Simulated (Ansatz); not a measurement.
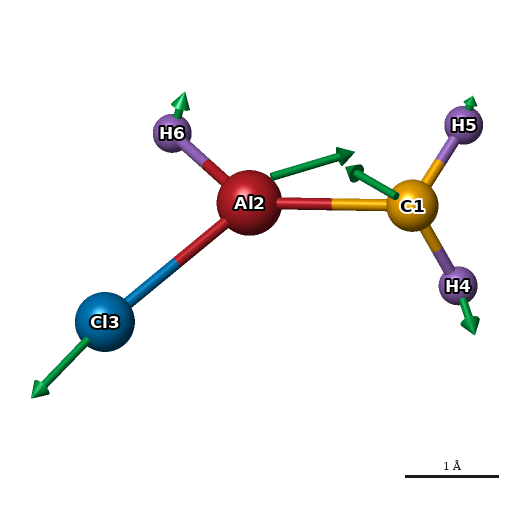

Arrows show the forces on the atoms, 0.7 Å of arrow for 1 eV/Å; forces under a tenth of the largest aren't drawn. Charge −1, singlet. Level of theory: PBE-D4/def2-TZVPPD (Ansatz 0.2.0).

Along which bond is the force strongest?

Al2–Cl3, now 2.116 Å: the forces push its atoms apart, so a first step downhill lengthens it.

List the force components in the frame of the picture (x right, y up, z towards the viewer), in eV/Å.

| atom | Fx | Fy | Fz |
| --- | --- | --- | --- |
| C1 | −0.79 | 0.46 | −0.71 |
| Al2 | 1.29 | 0.39 | −0.33 |
| Cl3 | −0.87 | −0.91 | 0.51 |
| H4 | 0.18 | −0.55 | 0.34 |
| H5 | 0.07 | 0.21 | 0.06 |
| H6 | 0.12 | 0.40 | 0.13 |
